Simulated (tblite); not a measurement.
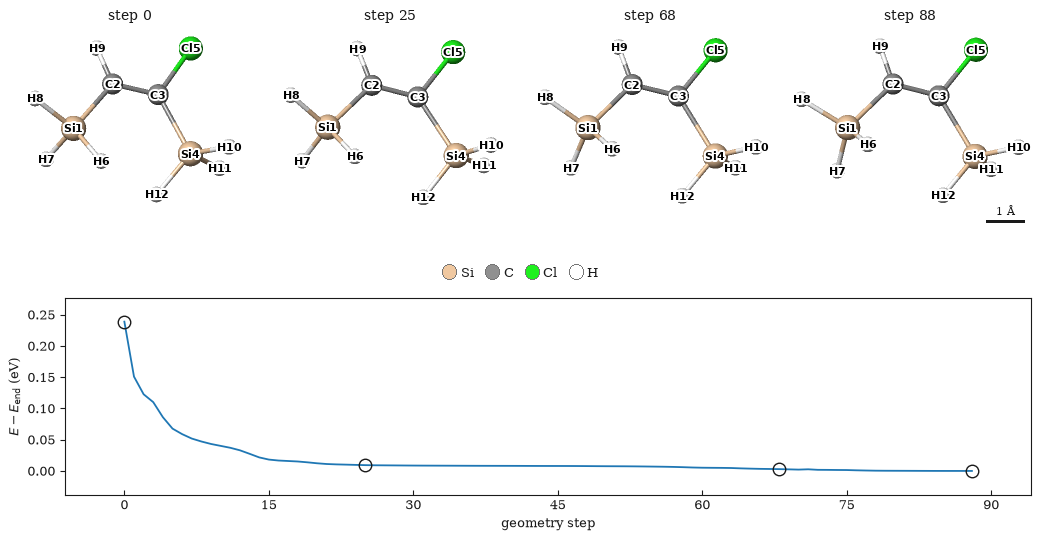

Frames of a relaxation of C₂H₇ClSi₂, marked on the history of the run. The picture is a ball-and-stick view, seen at a tilt.

Computed with GFN2-xTB geometry optimisation, gas phase (tblite 0.8.0). 

What happens along the run?

After 88 geometry steps the energy has fallen by 0.239 eV. The largest move after the best rigid fit is that of H6, 0.70 Å. By element the largest moves are H 0.70 Å, Cl 0.29 Å, Si 0.22 Å, C 0.11 Å. Some distances before and after: Si1–Si4 3.336 → 3.669 Å, C3–Si4 1.841 → 1.891 Å, Si1–C2 1.841 → 1.882 Å, Si4–H11 1.496 → 1.463 Å. Bond angles that change, for instance: Si4–C3–Cl5 118.3° → 109.7°, C2–C3–Si4 124.3° → 131.3°, H10–Si4–H11 103.9° → 110.6°. Groups turn about Si1–C2 by about 30°. Cost: 0.56 s on 1 thread of Arm Neoverse V1 (shared host). From step 0 to 25: H6 moves most (0.25 Å), energy −0.230 eV. From step 25 to 68: H8 moves most (0.32 Å), energy −0.006 eV. From step 68 to 88: H8 moves most (0.21 Å), energy −0.003 eV.
